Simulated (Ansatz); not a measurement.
A series of calculations on C$_{3}$H$_{6}$FNO

### Relaxation

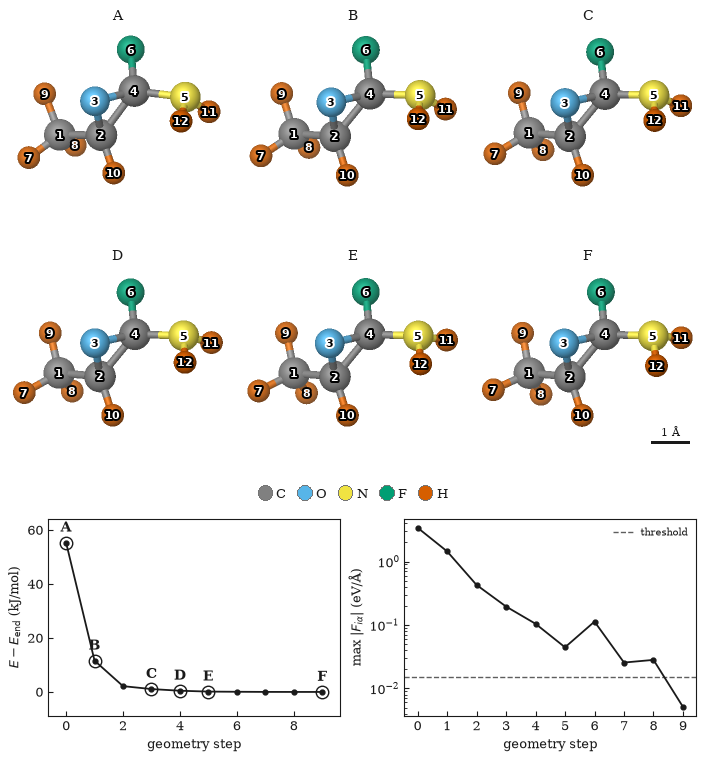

Frames of a relaxation of C$_{3}$H$_{6}$FNO, marked on the history of the run. Style: ball-and-stick. Shown at a tilt.

The run prepares an end point of a later path (inversion) calculation, from a guessed geometry.

Method: RKS PBE-D4/def2-SVP (Ansatz). Set-up: no spin polarisation; force threshold 0.015 eV/Å; at most 40 steps.

Describe the path.

The largest move after the best rigid fit is that of H11, 0.37 Å. Largest moves by element: H 0.37 Å, F 0.14 Å, O 0.09 Å, C 0.09 Å, N 0.07 Å. Among the contacts that change: C1–H9 1.168 → 1.106 Å, C4–F6 1.434 → 1.375 Å, O3–C4 1.324 → 1.383 Å, C4–N5 1.470 → 1.412 Å. Bond angles that change, for instance: C2–C4–N5 122.0° → 129.4°, O3–C2–H10 119.2° → 112.5°, C4–N5–H12 105.1° → 111.1°. The energy falls by 55.3 kJ/mol in 9 geometry steps. The largest force component goes from 3.4 to 0.0051 eV/Å. The run took 14 s on 2 threads of Intel(R) Xeon(R) 6975P-C (Granite Rapids), on a shared host, peak memory 0.17 GiB. From step 0 to 1: H7 moves most (0.09 Å), energy −43.7 kJ/mol. From step 1 to 3: H11 moves most (0.09 Å), energy −10.5 kJ/mol. From step 3 to 4: H11 moves most (0.09 Å), energy −0.62 kJ/mol. From step 4 to 5: H11 moves most (0.07 Å), energy −0.32 kJ/mol. From step 5 to 9: H atoms move most (0.06 Å), energy −0.13 kJ/mol.

| step | E − E(0), kJ/mol | largest force component, eV/Å |
| --- | --- | --- |
| 0 | 0.00 | 3.4210 |
| 1 | -43.74 | 1.4526 |
| 2 | -53.17 | 0.4285 |
| 3 | -54.25 | 0.1957 |
| 4 | -54.87 | 0.1046 |
| 5 | -55.19 | 0.0445 |
| 6 | -55.26 | 0.1131 |
| 7 | -55.31 | 0.0256 |
| 8 | -55.32 | 0.0282 |
| 9 | -55.32 | 0.0051 |

### Relaxation

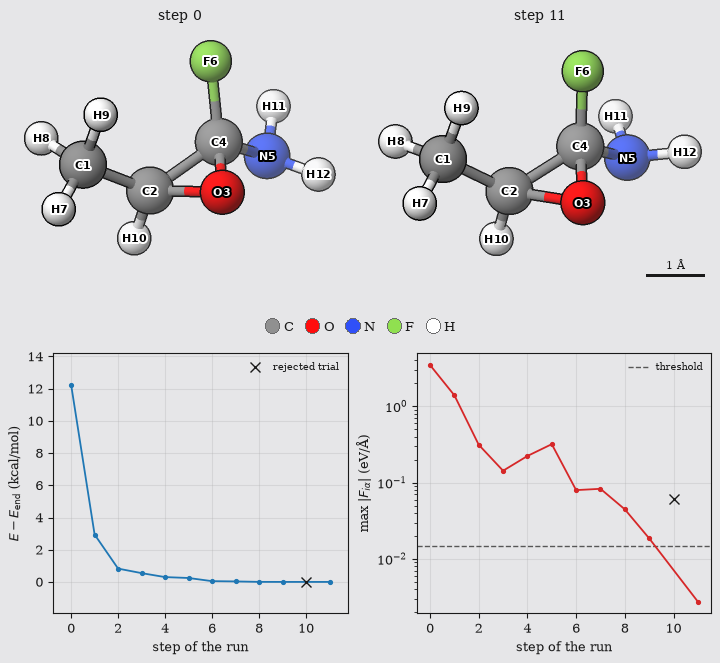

First and last geometry of a relaxation of C$_{3}$H$_{6}$FNO, with the history of the run. Style: ball-and-stick. Shown at a tilt.

The run prepares an end point of a later path (inversion) calculation, from a guessed geometry.

Level of theory: RKS PBE-D4/def2-SVP (Ansatz). Set-up: no spin polarisation; force threshold 0.015 eV/Å; at most 40 steps.

Did the run converge, and what did it change?

Answer. It converged. Over 10 accepted moves (11 points after the start) the energy falls by 12.2 kcal/mol. Largest force component: 3.5 eV/Å at the start, 0.0028 eV/Å at the end. The line search rejected the trial step at point 10 of the run. H12 moves most after the best rigid fit: 0.41 Å. Largest moves by element: H 0.41 Å, F 0.36 Å, O 0.18 Å, C 0.10 Å, N 0.10 Å. Near-neighbour distances that change, for instance: C1–H9 1.168 → 1.106 Å, C4–N5 1.470 → 1.408 Å, O3–C4 1.324 → 1.384 Å, C1–H7 1.053 → 1.109 Å. Among the angles between lasting bonds that change: O3–C2–H10 119.2° → 112.5°, C1–C2–H10 110.7° → 117.1°, O3–C4–F6 118.7° → 113.1°. Groups turn about C4–N5 by about 30°.

| step | E − E(0), kcal/mol | largest force component, eV/Å | note |
| --- | --- | --- | --- |
| 0 | 0.00 | 3.4757 |  |
| 1 | -9.30 | 1.3943 |  |
| 2 | -11.41 | 0.3135 |  |
| 3 | -11.70 | 0.1432 |  |
| 4 | -11.94 | 0.2236 |  |
| 5 | -12.00 | 0.3194 |  |
| 6 | -12.19 | 0.0798 |  |
| 7 | -12.21 | 0.0831 |  |
| 8 | -12.24 | 0.0447 |  |
| 9 | -12.24 | 0.0186 |  |
| 10 | -12.24 | 0.0618 | rejected |
| 11 | -12.24 | 0.0028 |  |

### Path

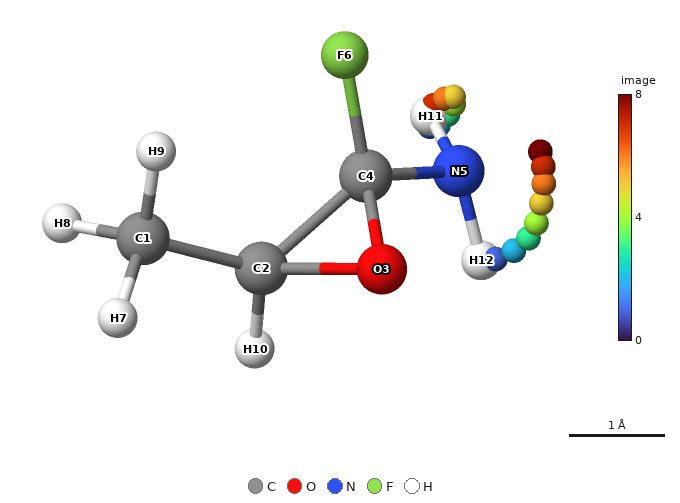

NEB run on C3H6FNO. Images are numbered from 0 (start) to 8 (end). The start is drawn whole; smaller spheres mark the moving atoms (H) in the later images, joined by lines and coloured by the number of the image. The picture is a ball-and-stick view, seen at a tilt.

Level of theory: RKS PBE-D4/def2-SVP in Ansatz. Settings: 7 movable images; climbing image; force threshold 0.03 eV/Å; iteration limit 60; starting path through a guess of the saddle point.

**What moves, how far, and at what cost in energy?**

The motion is an umbrella inversion at N5. No bond forms or breaks between the ends. Bond angles that change up to the highest image, for instance: H11–N5–H12 109.9° → 120.0°, C4–N5–H11 111.9° → 121.1°. The energy climbs by 0.082 eV to image 3 and then falls by 0.165 eV, so the end point sits at −0.083 eV. The band converged in 9 iterations, with a climbing image at the top. At the top, the vibrational analysis gives one imaginary mode (519i cm⁻¹), as a transition state must have.

Cost: 72 s on 2 threads of Intel(R) Xeon(R) 6975P-C (Granite Rapids) (shared host), peak memory 0.16 GiB.
